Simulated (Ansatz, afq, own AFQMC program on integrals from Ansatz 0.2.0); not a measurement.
**SiH4F (doublet): AFQMC on the coupled-cluster ladder at distance Si1–H5 along a hydrogen transfer = 1.580 Å, cc-pVTZ**

How near does AFQMC come to the top of the ladder for SiH4F (doublet)?

The runs use Ansatz 0.2.0, Gaussian basis, and an in-house AFQMC program (afq) on its integrals; all values are calculated; cc-pVTZ, frozen cores.

To be run: PBE (unrestricted); CCSD(T) on UHF; r2SCAN (unrestricted); PBE0 (unrestricted); B3LYP (unrestricted); wB97M-V (unrestricted); B2PLYP (unrestricted); Phaseless AFQMC, CISD trial on UHF; Phaseless AFQMC, single-determinant trial on UHF.

### Step 1. The system

The geometry derives from fragments relaxed apart (PBE0/def2-TZVP) and kept rigid, so it is no stationary point. A hydrogen atom is moved between rigid fragments.

6 atoms, charge 0, spin multiplicity 2.

Atoms are counted from 1 here; the program's logs count them from 0.

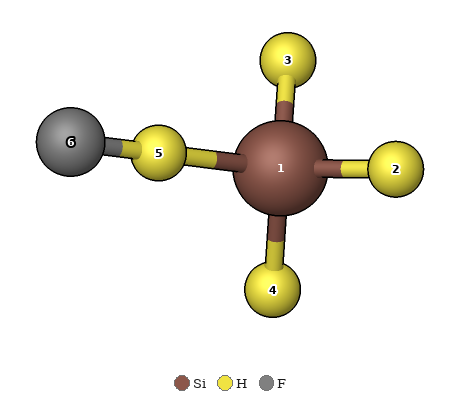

The structure; silicon brown, hydrogen yellow, fluorine grey; atoms are numbered from 1 in the order of the file.

Coordinates:

| atom | x (Å) | y (Å) | z (Å) |
| --- | --- | --- | --- |
| Si1 | -1.0121 | 0.0000 | 0.0000 |
| H2 | -1.5070 | 1.3997 | 0.0000 |
| H3 | -1.5070 | -0.6999 | 1.2122 |
| H4 | -1.5070 | -0.6999 | -1.2122 |
| H5 | 0.5679 | 0.0000 | 0.0000 |
| F6 | 1.7059 | 0.0000 | 0.0000 |

### Step 2. PBE (unrestricted)

Input file in.yaml:

```yaml
crystal:
  periodic: [false, false, false]
  atoms:
    - {symbol: Si, position_ang: [-1.012093, 0.000000, 0.000000]}
    - {symbol: H, position_ang: [-1.506965, 1.399708, 0.000000]}
    - {symbol: H, position_ang: [-1.506964, -0.699854, 1.212183]}
    - {symbol: H, position_ang: [-1.506965, -0.699854, -1.212183]}
    - {symbol: H, position_ang: [0.567907, 0.000000, 0.000000]}
    - {symbol: F, position_ang: [1.705907, 0.000000, 0.000000]}
basis:
  gaussian: {orbitals: cc-pVTZ}
magnetization: {spin_polarized: true, initial_magnetization: 1}
hamiltonian: {xc: {name: PBE}}
output: {orbitals: {seedname: orbitals}}
```

Command:

```bash
ansatz run in.yaml --threads 1 --pin off --events-out ev --progress --plain --max-ram 8192MiB --backend cpu
```

Output:

```text
Functional definition: PBE
  name "PBE"
  cite "Perdew, Burke & Ernzerhof, Phys. Rev. Lett. 77, 3865 (1996) doi:10.1103/PhysRevLett.77.3865"
  parent pbe
  parameter kappa = 0.804
  parameter beta = 0.06672455060314922
  exchange = pbe_x(kappa = kappa, mu = beta*pi^2/3)
  correlation = pbe_c(beta = beta)
661 factors; their error is unknown
mean field evaluation 1: about -10650.1346 eV, gradient 2.2e1 eV
mean field evaluation 2: about -10644.4753 eV, gradient 4.9e1 eV
mean field evaluation 4: about -10651.7145 eV, gradient 1.5e0 eV
mean field evaluation 8: about -10651.6931 eV, gradient 2.1e-2 eV
mean field evaluation 16: about -10651.6931 eV, gradient 2.8e-5 eV
mean field -10651.69314404 eV, -391.4425030666 hartree, gradient 2.8e-5 eV, S^2 0.752318; 0 other end points of the search recorded, 0 dependent functions left out
reference -10651.69317764 eV, -391.4425043014 hartree; 14, 13 occupied and 106, 107 virtual orbitals, 661 factors
Total energy: -10651.69317764 eV, -391.4425043014 hartree
```

It took 1.8 s on 1 thread of AMD EPYC 7R13 (Zen 3), shared host; peak memory 1.7 GiB.

From the report: ⟨S²⟩ of the determinant 0.752 (pure doublet: 0.75).

### Step 3. CCSD(T) on UHF

Edit in.yaml of step 2 so:

```diff
@@ -12,3 +12,2 @@
 magnetization: {spin_polarized: true, initial_magnetization: 1}
-hamiltonian: {xc: {name: PBE}}
-output: {orbitals: {seedname: orbitals}}
+correlation: {method: ccsd_t, electrons: outside_noble_gas, hamiltonian_folder: ham}
```

Command:

```bash
ansatz run in.yaml --threads 1 --pin off --events-out ev --progress --plain --max-ram 24576MiB --backend cuda --devices 0, --max-vram 18GiB
```

Output (excerpt; [...] marks lines left out):

```text
Functional definition: HF
  name "HF"
  cite "Fock, Z. Phys. 61, 126 (1930) doi:10.1007/BF01340294"
  parent pbe
[...]
699 factors; integrals over basis functions are off by at most 1.0e-3 eV
[...]
mean field -10630.03410359 eV, -390.6465480111 hartree, gradient 4.0e-6 eV, S^2 0.775853; 1 other end points of the search recorded, 0 dependent functions left out
determinant -10630.03410359 eV, -390.6465480111 hartree, with singles and doubles -10641.79742865 eV, -391.0788422336 hartree
determinant -10627.14848130 eV, -390.5405033476 hartree, with singles and doubles -10638.10705586 eV, -390.9432235348 hartree
6 core orbitals not correlated: weight in the atoms' cores, before any rotation towards them, 1.000 or more for the frozen orbitals, at most 0.000 for the correlated occupied ones
reference -10630.03410359 eV, -390.6465480111 hartree; 8, 7 occupied and 106, 107 virtual orbitals, 699 factors
second order -10.81881147 eV of doubles, -0.00000000 eV of singles
cycle   1  -11.63478845 eV  change    -1.4e0 eV  update   2.3e-2
[...]
cycle   9  -11.66334085 eV  change    7.3e-6 eV  update   1.0e-5
perturbative correction -0.32439409 eV, -0.0119212629 hartree
Total energy: -10642.02183853 eV, -391.0870891445 hartree
```

It took 5.5 s on 1 × NVIDIA H100 80GB HBM3 with 1 thread of AMD EPYC 7R13 (Zen 3), shared host; peak host memory 1.7 GiB.

From the report: ⟨S²⟩ of the determinant 0.776 (pure doublet: 0.75); correlation -11.9877 eV; T1 0.018; largest double amplitude 0.03.

This run also writes the integrals to the folder ham.

### Step 4. r2SCAN (unrestricted)

Edit in.yaml of step 3 so:

```diff
@@ -12,2 +12,2 @@
 magnetization: {spin_polarized: true, initial_magnetization: 1}
-correlation: {method: ccsd_t, electrons: outside_noble_gas, hamiltonian_folder: ham}
+hamiltonian: {xc: {name: r2SCAN}}
```

Command:

```bash
ansatz run in.yaml --threads 1 --pin off --events-out ev --progress --plain --max-ram 8192MiB --backend cpu
```

Output:

```text
Functional definition: r2SCAN
  name "r2SCAN"
  cite "Furness, Kaplan, Ning, Perdew & Sun, J. Phys. Chem. Lett. 11, 8208 (2020) doi:10.1021/acs.jpclett.0c02405"
  cite "Furness, Kaplan, Ning, Perdew & Sun, J. Phys. Chem. Lett. 11, 9248 (2020) doi:10.1021/acs.jpclett.0c03077"
  parent r2scan
  parameter k0 = 0.174
  parameter k1 = 0.065
  parameter a1 = 4.9479
  exchange = r2scan_x(k0 = k0, k1 = k1, a1 = a1)
  correlation = r2scan_c
661 factors; their error is unknown
mean field evaluation 1: about -10655.2758 eV, gradient 2.1e1 eV
mean field evaluation 2: about -10651.1005 eV, gradient 4.3e1 eV
mean field evaluation 4: about -10656.6783 eV, gradient 1.3e0 eV
mean field evaluation 8: about -10656.6521 eV, gradient 2.5e-2 eV
mean field evaluation 16: about -10656.6521 eV, gradient 6.2e-5 eV
mean field -10656.65211944 eV, -391.6247420511 hartree, gradient 6.2e-5 eV, S^2 0.755615; 0 other end points of the search recorded, 0 dependent functions left out
reference -10656.65213041 eV, -391.6247424544 hartree; 14, 13 occupied and 106, 107 virtual orbitals, 661 factors
Total energy: -10656.65213041 eV, -391.6247424544 hartree
```

Wall time 3.8 s (1 thread of AMD EPYC 7R13 (Zen 3), shared host); peak memory 1.7 GiB.

From the report: ⟨S²⟩ of the determinant 0.756 (pure doublet: 0.75).

### Step 5. PBE0 (unrestricted)

Edit in.yaml of step 4 so:

```diff
@@ -12,2 +12,3 @@
 magnetization: {spin_polarized: true, initial_magnetization: 1}
-hamiltonian: {xc: {name: r2SCAN}}
+hamiltonian: {xc: {name: PBE0}}
+output: {orbitals: {seedname: orbitals}}
```

Launched as before.

Output:

```text
Functional definition: PBE0
  name "PBE0"
  cite "Adamo & Barone, J. Chem. Phys. 110, 6158 (1999) doi:10.1063/1.478522"
  cite "Perdew, Burke & Ernzerhof, Phys. Rev. Lett. 77, 3865 (1996) doi:10.1103/PhysRevLett.77.3865"
  parent pbe
  parameter a = 0.25
  parameter kappa = 0.804
  parameter beta = 0.06672455060314922
  exchange = (1 - a)*pbe_x(kappa = kappa, mu = beta*pi^2/3) + a*exact_x
  correlation = pbe_c(beta = beta)
670 factors; their error is unknown
mean field evaluation 1: about -10651.0480 eV, gradient 2.1e1 eV
mean field evaluation 2: about -10648.4069 eV, gradient 3.7e1 eV
mean field evaluation 4: about -10652.3852 eV, gradient 7.3e-1 eV
mean field evaluation 8: about -10652.4201 eV, gradient 1.4e-1 eV
mean field evaluation 16: about -10652.4202 eV, gradient 1.1e-5 eV
mean field -10652.42015435 eV, -391.4692202025 hartree, gradient 1.1e-5 eV, S^2 0.755117; 0 other end points of the search recorded, 0 dependent functions left out
reference -10652.42017963 eV, -391.4692211317 hartree; 14, 13 occupied and 106, 107 virtual orbitals, 670 factors
Total energy: -10652.42017963 eV, -391.4692211317 hartree
```

Wall time 2.4 s (1 thread of AMD EPYC 7R13 (Zen 3), shared host); peak memory 1.7 GiB.

From the report: ⟨S²⟩ of the determinant 0.755 (pure doublet: 0.75).

### Step 6. B3LYP (unrestricted)

Edit in.yaml of step 5 so:

```diff
@@ -12,3 +12,2 @@
 magnetization: {spin_polarized: true, initial_magnetization: 1}
-hamiltonian: {xc: {name: PBE0}}
-output: {orbitals: {seedname: orbitals}}
+hamiltonian: {xc: {name: B3LYP}}
```

Launched as before.

Output (excerpt; [...] marks lines left out):

```text
Functional definition: B3LYP
  name "B3LYP"
  cite "Stephens, Devlin, Chabalowski & Frisch, J. Phys. Chem. 98, 11623 (1994) doi:10.1021/j100096a001"
  cite "Becke, Phys. Rev. A 38, 3098 (1988) doi:10.1103/PhysRevA.38.3098"
  cite "Lee, Yang & Parr, Phys. Rev. B 37, 785 (1988) doi:10.1103/PhysRevB.37.785"
  cite "Vosko, Wilk & Nusair, Can. J. Phys. 58, 1200 (1980) doi:10.1139/p80-159"
[...]
670 factors; their error is unknown
[...]
mean field -10659.32547442 eV, -391.7229860346 hartree, gradient 1.0e-5 eV, S^2 0.753745; 0 other end points of the search recorded, 0 dependent functions left out
reference -10659.32569073 eV, -391.7229939839 hartree; 14, 13 occupied and 106, 107 virtual orbitals, 670 factors
Total energy: -10659.32569073 eV, -391.7229939839 hartree
```

Run time: 2.4 s. Hardware: 1 thread of AMD EPYC 7R13 (Zen 3), shared host; peak memory 2.1 GiB.

From the report: ⟨S²⟩ of the determinant 0.754 (pure doublet: 0.75).

### Step 7. wB97M-V (unrestricted)

Edit in.yaml of step 6 so:

```diff
@@ -12,2 +12,3 @@
 magnetization: {spin_polarized: true, initial_magnetization: 1}
-hamiltonian: {xc: {name: B3LYP}}
+hamiltonian: {xc: {name: wB97M-V}}
+output: {orbitals: {seedname: orbitals}}
```

The command is unchanged.

Output (excerpt; [...] marks lines left out):

```text
Functional definition: wB97M-V
  name "wB97M-V"
  cite "Mardirossian & Head-Gordon, J. Chem. Phys. 144, 214110 (2016) doi:10.1063/1.4952647"
  cite "Becke, J. Chem. Phys. 107, 8554 (1997) doi:10.1063/1.475007"
  cite "Vydrov & Van Voorhis, J. Chem. Phys. 133, 244103 (2010) doi:10.1063/1.3521275"
  # Of w^i u^j: cxij and so on, Table III.
[...]
  gx(w, u) = 1 - cx + cx01*u + cx10*w
  gss(w, u) = css00 + css04*u^4 + css10*w + css20*w^2 + css43*w^4*u^3
  gos(w, u) = cos00 + cos10*w + (cos20 + cos21*u)*w^2 + (cos60 + cos61*u)*w^6
[...]
      + integral(e_c_pw_mod_opposite_spin*gos(b97_w_opposite, b97_u_opposite)) + vv10(b, c)
670 factors; their error is unknown
163 factors; integrals over basis functions are off by at most 1.5e-5 eV
[...]
mean field -10656.55726045 eV, -391.6212560474 hartree, gradient 3.3e-5 eV, S^2 0.753779; 0 other end points of the search recorded, 0 dependent functions left out
reference -10656.55729812 eV, -391.6212574320 hartree; 14, 13 occupied and 106, 107 virtual orbitals, 670 factors
Total energy: -10656.55729812 eV, -391.6212574320 hartree
```

Wall time 7.5 s (1 thread of AMD EPYC 7R13 (Zen 3), shared host); peak memory 2.1 GiB.

From the report: ⟨S²⟩ of the determinant 0.754 (pure doublet: 0.75).

### Step 8. B2PLYP (unrestricted)

Edit in.yaml of step 7 so:

```diff
@@ -12,3 +12,3 @@
 magnetization: {spin_polarized: true, initial_magnetization: 1}
-hamiltonian: {xc: {name: wB97M-V}}
-output: {orbitals: {seedname: orbitals}}
+hamiltonian: {xc: {name: B2PLYP}}
+correlation: {electrons: outside_noble_gas}
```

Same command.

Output (excerpt; [...] marks lines left out):

```text
Functional definition: B2PLYP
  name "B2PLYP"
  cite "Grimme, J. Chem. Phys. 124, 034108 (2006) doi:10.1063/1.2148954"
  cite "Becke, Phys. Rev. A 38, 3098 (1988) doi:10.1103/PhysRevA.38.3098"
  cite "Lee, Yang & Parr, Phys. Rev. B 37, 785 (1988) doi:10.1103/PhysRevB.37.785"
[...]
699 factors; integrals over basis functions are off by at most 1.0e-3 eV
[...]
mean field -10650.01221437 eV, -391.3807300405 hartree, gradient 5.6e-6 eV, S^2 0.760273; 0 other end points of the search recorded, 0 dependent functions left out
6 core orbitals not correlated: weight in the atoms' cores, before any rotation towards them, 1.000 or more for the frozen orbitals, at most 0.000 for the correlated occupied ones
reference -10650.01235123 eV, -391.3807350699 hartree; 8, 7 occupied and 106, 107 virtual orbitals, 699 factors
second order -13.09060596 eV of doubles, -0.00000000 eV of singles
Total energy: -10653.54681484 eV, -391.5106242119 hartree
```

Run time: 3.4 s. Hardware: 1 thread of AMD EPYC 7R13 (Zen 3), shared host; peak memory 2.1 GiB.

From the report: ⟨S²⟩ of the determinant 0.760 (pure doublet: 0.75).

### Step 9. Phaseless AFQMC, CISD trial on UHF

It reads the integrals that the CCSD(T) run on this determinant wrote.

Command:

```bash
afq ham --method phaseless --trial cisd --walkers 600 --populations 10 --least-time 60 --time-step 0.005 --steps-per-block 50 --equilibration-blocks 28 --max-blocks 4000 --target-error 0.00023 --factor-cut 1e-05 --start spin_pure --seed 224 --release-times 0.24,0.51,0.99,1.5 --release-step 0.03 --release-every 4 --taylor-order 6
```

Output:

```text
orbitals 114  electrons 8 7  factors 694 of 699
reference energy -390.64654801 Eh
CCSD correlation -0.42861985 Eh in 13 cycles, weight of the determinant in the CISD state 0.8695
energy of the start -391.073261 Eh
 block  time / (1/Eh)  mean weight  energy / Eh
     1     0.250  0.9992  -391.070785
     2     0.500  1.0002  -391.079310
     3     0.750  1.0010  -391.082707
     4     1.000  0.9995  -391.083680
     5     1.250  0.9993  -391.084095
     6     1.500  1.0001  -391.085945
     7     1.750  0.9996  -391.086844
     8     2.000  0.9989  -391.087748
     9     2.250  0.9996  -391.089029
    10     2.500  1.0001  -391.089464
    13     3.250  1.0010  -391.090135
    17     4.250  0.9993  -391.087967
    21     5.250  0.9992  -391.094516
    25     6.250  0.9990  -391.087969
    29     7.250  1.0014  -391.087136
    33     8.250  0.9988  -391.087907
    37     9.250  0.9986  -391.086393
    41    10.250  1.0000  -391.087891
    45    11.250  0.9997  -391.088753
    49    12.250  1.0002  -391.092537
    53    13.250  1.0019  -391.090038
    57    14.250  0.9989  -391.088033
    61    15.250  1.0000  -391.086893
    65    16.250  1.0013  -391.088249
    69    17.250  1.0001  -391.085477
    73    18.250  1.0009  -391.088382
    77    19.250  0.9999  -391.088942
    81    20.250  1.0008  -391.085914
    85    21.250  0.9996  -391.084689
    89    22.250  0.9983  -391.083867
    93    23.250  0.9998  -391.085434
    97    24.250  1.0012  -391.086451
   101    25.250  1.0009  -391.085738
   105    26.250  1.0006  -391.089080
   109    27.250  0.9997  -391.090579
   113    28.250  1.0014  -391.088913
   117    29.250  1.0009  -391.087538
   121    30.250  0.9998  -391.088711
   125    31.250  1.0004  -391.088704
   129    32.250  0.9990  -391.086687
   133    33.250  1.0013  -391.088369
   137    34.250  1.0002  -391.095094
   141    35.250  0.9993  -391.089662
   145    36.250  0.9988  -391.086187
   149    37.250  1.0015  -391.085960
   153    38.250  0.9988  -391.083518
   157    39.250  0.9991  -391.085966
   161    40.250  0.9998  -391.086705
   165    41.250  1.0000  -391.085225
   169    42.250  1.0013  -391.086243
   173    43.250  1.0009  -391.089091
   177    44.250  0.9996  -391.088725
   181    45.250  0.9995  -391.090530
   185    46.250  1.0013  -391.085694
error from the spread of 10 populations
released: time / (1/Eh)  energy / Eh  error  mean overlap
  0.24  -391.088017  0.000228  0.9975
  0.51  -391.088530  0.000273  0.9860
  0.99  -391.088807  0.000329  0.9729
  1.50  -391.088844  0.000542  0.9496
energy -391.088231 +/- 0.000188 Eh
```

Wall time 2.2 min (1 × NVIDIA H100 80GB HBM3 with 2 threads of AMD EPYC 7R13 (Zen 3), shared host); peak host memory 2.1 GiB.

Energy -10642.0529 ± 0.0051 eV. Caveats: constraint bias not in the error.

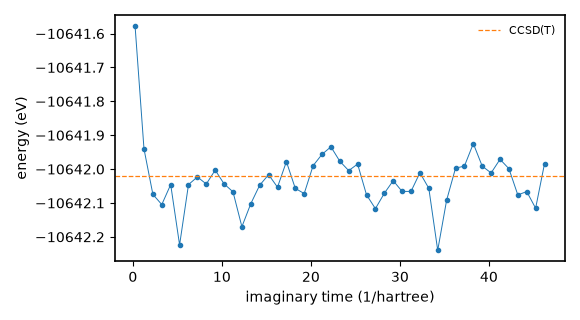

Block energies along the walk.

### Step 10. Phaseless AFQMC, single-determinant trial on UHF

It reads the integrals that the CCSD(T) run on this determinant wrote.

Command:

```bash
afq ham --method phaseless --trial hf --walkers 600 --populations 10 --least-time 40 --time-step 0.005 --steps-per-block 20 --equilibration-blocks 112 --max-blocks 4000 --target-error 0.00115 --factor-cut 1e-05 --start spin_pure --seed 7106 --taylor-order 6
```

Output:

```text
orbitals 114  electrons 8 7  factors 694 of 699
reference energy -390.64654801 Eh
CCSD correlation -0.42861985 Eh in 13 cycles, weight of the determinant in the CISD state 0.8695
energy of the start -390.647378 Eh
 block  time / (1/Eh)  mean weight  energy / Eh
     1     0.100  1.0053  -390.820449
     2     0.200  1.0034  -390.896739
     3     0.300  1.0022  -390.957467
     4     0.400  1.0026  -390.985352
     5     0.500  1.0018  -391.005777
     6     0.600  1.0029  -391.021393
     7     0.700  1.0020  -391.037448
     8     0.800  1.0013  -391.043231
     9     0.900  0.9990  -391.045786
    10     1.000  1.0015  -391.042887
    19     1.900  1.0005  -391.081299
    28     2.800  0.9998  -391.106092
    37     3.700  1.0007  -391.100701
    46     4.600  0.9981  -391.091117
    55     5.500  0.9998  -391.104071
    64     6.400  1.0004  -391.086340
    73     7.300  0.9997  -391.073096
    82     8.200  0.9991  -391.082756
    91     9.100  0.9995  -391.087748
   100    10.000  0.9994  -391.085321
   109    10.900  0.9989  -391.088149
   118    11.800  1.0001  -391.090321
   127    12.700  0.9993  -391.093852
   136    13.600  0.9995  -391.109522
   145    14.500  1.0028  -391.080032
   154    15.400  1.0005  -391.074825
   163    16.300  1.0007  -391.093045
   172    17.200  1.0000  -391.082853
   181    18.100  0.9978  -391.065116
   190    19.000  0.9999  -391.080328
   199    19.900  1.0002  -391.082631
   208    20.800  0.9996  -391.080476
   217    21.700  0.9998  -391.080977
   226    22.600  0.9997  -391.087264
   235    23.500  0.9977  -391.082352
   244    24.400  1.0011  -391.090436
   253    25.300  1.0005  -391.078152
   262    26.200  1.0011  -391.070109
   271    27.100  0.9992  -391.074701
   280    28.000  0.9996  -391.066975
   289    28.900  1.0008  -391.090883
   298    29.800  1.0027  -391.077665
   307    30.700  0.9992  -391.072562
   316    31.600  1.0001  -391.066808
   325    32.500  1.0000  -391.072975
   334    33.400  0.9992  -391.069994
   343    34.300  1.0000  -391.087714
   352    35.200  1.0008  -391.102507
   361    36.100  1.0001  -391.097979
   370    37.000  1.0000  -391.085630
   379    37.900  0.9995  -391.126697
error from the spread of 10 populations
energy -391.084250 +/- 0.001114 Eh
```

It took 33 s on 1 × NVIDIA H100 80GB HBM3 with 2 threads of AMD EPYC 7R13 (Zen 3), shared host; peak host memory 2.1 GiB.

Energy -10641.9446 ± 0.0303 eV. Caveats: constraint bias not in the error.

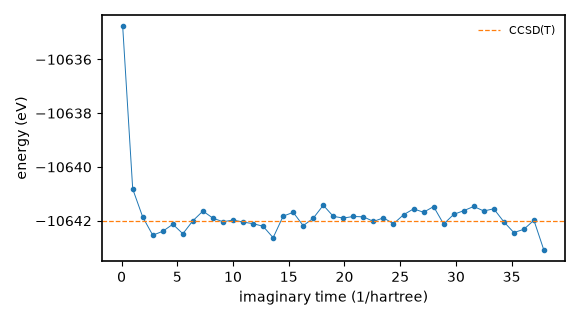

Block energies along the walk.

### Step 11. AFQMC on the ladder

On the UHF determinant, counted from CCSD(T) (a yardstick, not exact):

| level | energy (eV) | from CCSD(T) (kcal/mol) | statistical error (kcal/mol) | time |
| --- | --- | --- | --- | --- |
| HF | -10630.0341 | +276.44 |  |  |
| MP2 | -10640.8529 | +26.96 |  |  |
| CCSD | -10641.6974 | +7.48 |  |  |
| CCSD(T) | -10642.0218 | 0.00 |  |  |
| Phaseless AFQMC, CISD trial, step 0.005, 600 walkers | -10642.0529 | -0.72 | 0.12 | 2.2 min |
| Phaseless AFQMC, single-determinant trial, step 0.005, 600 walkers | -10641.9446 | +1.78 | 0.70 | 33 s |

The functionals' totals stand on their own zeros and serve differences with other points: PBE -10651.693 eV; r2SCAN -10656.652 eV; PBE0 -10652.420 eV; B3LYP -10659.326 eV; wB97M-V -10656.557 eV; B2PLYP -10653.547 eV.

### Step 12. What came out

```
                                                     quantity                  value
              Phaseless AFQMC, CISD trial on UHF from CCSD(T)  -0.72 ± 0.12 kcal/mol
Phaseless AFQMC, single-determinant trial on UHF from CCSD(T)  +1.78 ± 0.70 kcal/mol
```

In words: On UHF the phaseless walk with the CISD trial lies -0.72 kcal/mol from CCSD(T), 6 times its error bar. A single-determinant trial moves the result by +2.50 kcal/mol. Error bars are statistical and leave out the constraint, the time step and what remains of the start.
